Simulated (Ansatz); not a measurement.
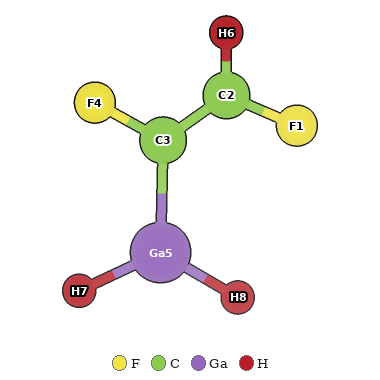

The system is C2H3F2Ga, SMILES FC=[C](F)[GaH2]; the picture shows the reference structure. 
- The first coordinate is: bond length C2–C3; the second: dihedral F1–C2–C3–Ga5.
- Nothing is relaxed (all other coordinates rigid).
- Grid: 9 × 9 points.
- Points are written as (first, second).
- Energies are in kcal/mol, from the lowest grid point.
- The dihedral twists a double bond; near 90° a spin-restricted reference is unreliable.
- Computed with Ansatz 0.2.0, RKS r2SCAN-D4/def2-SVP.

Its coordinates:

| atom | x (Å) | y (Å) | z (Å) |
| --- | --- | --- | --- |
| F | -1.4742 | 1.4255 | -0.1593 |
| C | -0.9511 | 0.6908 | 0.8233 |
| C | 0.0428 | -0.1845 | 0.5819 |
| F | 0.4889 | -0.8716 | 1.6651 |
| Ga | 0.8831 | -0.5460 | -1.1498 |
| H | -1.4045 | 0.8744 | 1.8050 |
| H | 2.0200 | -1.6110 | -1.1558 |
| H | 0.3951 | 0.2223 | -2.4104 |

Range: bond length C2–C3 from 1.131 to 1.750 Å; dihedral F1–C2–C3–Ga5 from −180 to 140°.

What will the energy surface look like?

The lowest grid point is at (1.363 Å, −180°); the map holds 2 wells of about this depth. The highest grid point, (1.131 Å, 100°), lies 128 kcal/mol above the lowest. On the interpolated surface the easiest way out of the lowest well to a well of about the same depth near (1.363 Å, 20°) passes a barrier of about 66 kcal/mol. Round the minimum the two coordinates are nearly uncoupled.

| dihedral F1–C2–C3–Ga5 ↓, bond length C2–C3 → | 1.131 | 1.208 | 1.286 | 1.363 | 1.440 | 1.518 | 1.595 | 1.673 | 1.750 |
| --- | --- | --- | --- | --- | --- | --- | --- | --- | --- |
| 140 | 70 | 38 | 22 | 18 | 21 | 29 | 39 | 51 | 63 |
| 100 | 128 | 93 | 74 | 66 | 65 | 69 | 76 | 84 | 93 |
| 60 | 94 | 61 | 44 | 38 | 40 | 46 | 55 | 65 | 76 |
| 20 | 52 | 22 | 7 | 5 | 9 | 18 | 29 | 42 | 55 |
| −20 | 52 | 22 | 7 | 5 | 9 | 18 | 29 | 42 | 55 |
| −60 | 94 | 61 | 44 | 38 | 40 | 46 | 55 | 65 | 76 |
| −100 | 128 | 93 | 74 | 66 | 65 | 69 | 76 | 84 | 93 |
| −140 | 70 | 37 | 22 | 18 | 21 | 29 | 39 | 51 | 63 |
| −180 | 48 | 17 | 3 | 0 | 4 | 14 | 25 | 39 | 52 |

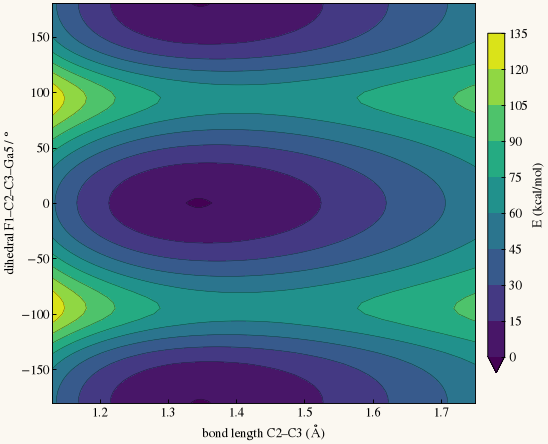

In the figure: filled contours. Between grid points the surface is interpolated.

Each point was launched as `ansatz run input.yaml --threads 1 --pin off --max-ram 2560MiB --backend cpu --events-out ev --progress --plain --runs-dir out`. The whole map (81 points run) took 13 min on 1 thread of Arm Neoverse V1, on a shared host.
